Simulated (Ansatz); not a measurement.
# CS (carbon monosulfide) at PBE0/cc-pVTZ

What is the vertical ionisation energy of CS (carbon monosulfide) at PBE0/cc-pVTZ? 

Program for the calculation: Ansatz 0.2.0.

31 further runs of the same task are left out: 31 set aside as unsound or not needed.

### 1 The structure to begin with

CS has 2 atoms, charge 0, and is taken as a singlet. SMILES: `[C-]#[S+]`. Geometry: the measured bond length.

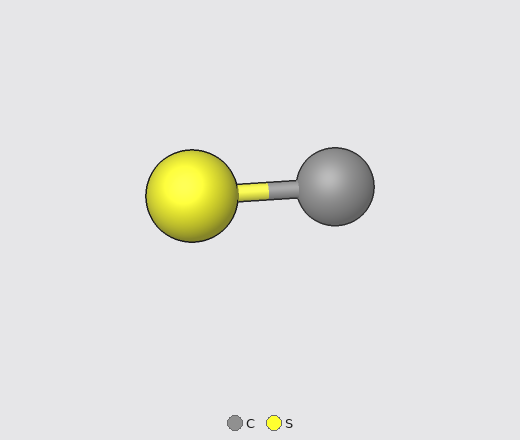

The structure, seen from a chosen angle (carbon grey, sulfur yellow).

### 2 A single-point energy at PBE0/cc-pVTZ

in.yaml

```yaml
basis:
  gaussian:
    orbitals: cc-pVTZ
crystal:
  periodic: [false, false, false]
  atoms:
    - {symbol: C, position_ang: [0.000000, 0.000000, 0.000000]}
    - {symbol: S, position_ang: [0.000000, 0.000000, 1.534941]}
hamiltonian:
  xc: pbe0
accuracy: high
output: {orbitals: {seedname: orbitals}}
```

Launch:

```sh
$ ansatz run in.yaml --threads 1 --pin off --max-ram 3480MiB --events-out events.jsonl --progress --plain --runs-dir runs
```

Standard output:

```text
Warning: RAYON_NUM_THREADS=1 ignored (pool sized by the plan → 1); use --threads N
Functional definition: PBE0
  name "PBE0"
  parameter a = 0.25
  parameter kappa = 0.804
  parameter beta = 0.06672455060314922
  exchange = (1 - a)*pbe_x(kappa = kappa, mu = beta*pi^2/3) + a*exact_x
  correlation = pbe_c(beta = beta)
891 factors; integrals over basis functions are off by at most 3.5e-9 eV
mean field evaluation 1: about -11862.7317 eV, gradient 3.3e1 eV
mean field evaluation 2: about -11854.2292 eV, gradient 6.0e1 eV
mean field evaluation 4: about -11865.5108 eV, gradient 1.2e0 eV
mean field evaluation 8: about -11865.5153 eV, gradient 5.1e-3 eV
mean field evaluation 16: about -11865.5153 eV, gradient 2.2e-8 eV
mean field -11865.51526662 eV, -436.0496433130 hartree, gradient 1.9e-8 eV, S^2 0.000000; 0 other end points of the search recorded, 0 dependent functions left out
reference -11865.51526805 eV, -436.0496433656 hartree; 11, 11 occupied and 53, 53 virtual orbitals, 891 factors
Total energy: -11865.51526805 eV, -436.0496433656 hartree
```

It took 1.6 s on 1 thread of Arm Neoverse V1, shared host; peak memory 0.12 GiB.

### 3 The doublet cation, same level

input.yaml

```yaml
basis:
  gaussian: {orbitals: cc-pVTZ}
crystal:
  periodic: [false, false, false]
  atoms:
    - symbol: C
      position_ang: [0.000000, 0.000000, 0.000000]
    - symbol: S
      position_ang: [0.000000, 0.000000, 1.534941]
output: {orbitals: {seedname: orbitals}}
accuracy: high
hamiltonian: {xc: {name: PBE0}}
magnetization: {spin_polarized: true, initial_magnetization: 1}
total_charge: 1
```

Launch:

```sh
$ ansatz run input.yaml --threads 1 --pin off --max-ram 3480MiB --events-out events.jsonl --progress --plain --runs-dir runs
```

Standard output, cut to the lines that bear on the results:

```text
Warning: RAYON_NUM_THREADS=1 ignored (pool sized by the plan → 1); use --threads N
[... 7 set-up lines as earlier in the session ...]
891 factors; integrals over basis functions are off by at most 3.5e-9 eV
mean field evaluation 1: about -11851.0966 eV, gradient 2.4e1 eV
mean field evaluation 2: about -11843.9670 eV, gradient 4.0e1 eV
mean field evaluation 4: about -11853.9731 eV, gradient 1.6e0 eV
mean field evaluation 8: about -11854.1303 eV, gradient 3.9e-1 eV
mean field evaluation 16: about -11854.1472 eV, gradient 1.1e-3 eV
mean field -11854.14722254 eV, -435.6318753988 hartree, gradient 8.6e-8 eV, S^2 0.830797; 0 other end points of the search recorded, 0 dependent functions left out
reference -11854.14722414 eV, -435.6318754577 hartree; 11, 10 occupied and 53, 54 virtual orbitals, 891 factors
Total energy: -11854.14722414 eV, -435.6318754577 hartree
```

Wall time 3.6 s (1 thread of Arm Neoverse V1, shared host); peak memory 0.15 GiB.

### 4 Results

Level: PBE0/cc-pVTZ.

| quantity | value |
| --- | --- |
| singlet CS: total energy | -436.04964 Eh |
| singlet CS: HOMO energy | -8.85 eV |
| singlet CS: LUMO energy | -2.26 eV |
| singlet CS: HOMO–LUMO gap | 6.59 eV |
| doublet cation: total energy | -435.63188 Eh |
| doublet cation: HOMO energy (highest over α and β) | -18.24 eV |
| doublet cation: LUMO energy (lowest over α and β) | -13.55 eV |
| doublet cation: ⟨S²⟩ | 0.831 |
| vertical ionisation energy (to the doublet cation) | 11.368 eV |

The vertical ionisation energy comes to 11.37 eV (262 kcal/mol). The negative HOMO energy of the first species, 8.85 eV, lies 2.52 eV below that difference.
